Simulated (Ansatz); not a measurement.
Starting cell, CoSi₂ (fluorite type, space group Fm-3m):

```
CoSi2
1.0
    0.00000     2.65735     2.65735
    2.65735     0.00000     2.65735
    2.65735     2.65735     0.00000
Co Si
1 2
Direct
  0.00000   0.00000   0.00000
  0.25000   0.25000   0.25000
  0.75000   0.75000   0.75000
```

Scan: atom 1 (Co, nearest neighbour Si at 2.301 Å; its periodic images, 3.8 Å or more away, move with it) is displaced towards the nearest neighbour, direction (-0.577, 0.577, 0.577) in Cartesian axes, by s. The other atoms stay.

The numbers are results of r2SCAN (plane waves to 500 eV, PAW, scalar-relativistic; Ansatz, a program for electronic structure), not measurements. k mesh 12×12×12 (Γ-centred), Fermi-Dirac smearing 0.05 eV. The energy includes the smearing's −TS. Stress and pressure are positive under compression. With partly filled bands, energies and forces of such displacements shift with the k mesh and the smearing. CoSi2 is run without spin polarisation. CoSi2 was relaxed with its symmetry unable to fall. The PAW data are Ansatz's earlier set. The zero of ΔE is the undisplaced structure.

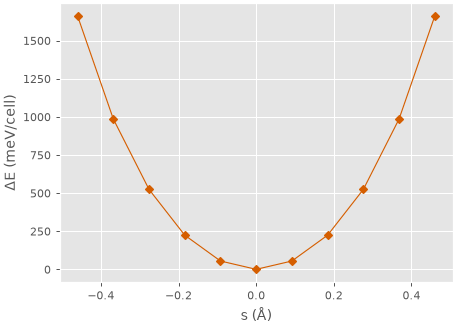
Fig. 1. ΔE (meV/cell) against s (Å); one marker a computed point.

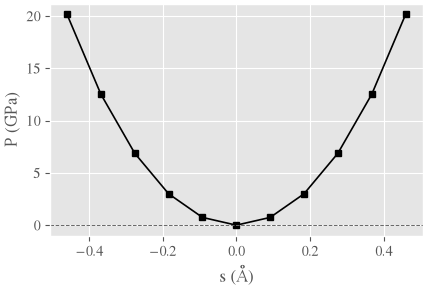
Figure. P (GPa) against s (Å); computed points joined by lines.

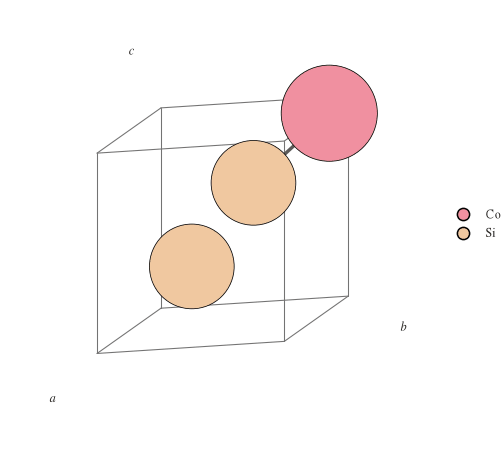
Fig. 1. The cell of the calculation at s = 0.460 Å.

The energy at s = 0.460 Å is 1661 meV/cell, the force constant k = d²E/ds² at s = 0 (finite differences) is 12.8 eV/Å² and the force along the line at s = -0.460 Å comes out as 8.75 eV/Å. Shape of the curve: a single well with its minimum at or next to zero displacement. Harmonic estimate at the end of the scan: ½ks² = 1355 meV/cell against the computed 1661 meV/cell, so the well is stiffer than harmonic there.

The forces along the line at the two nearest points give (1.198 − (-1.198)) / (2·0.092) = 13.02 eV/Å²; the next pair corrects for the finite step.

(For displaced atoms, the force is minus the slope of the energy, and its curvature is a force constant, which sets phonon frequencies.)
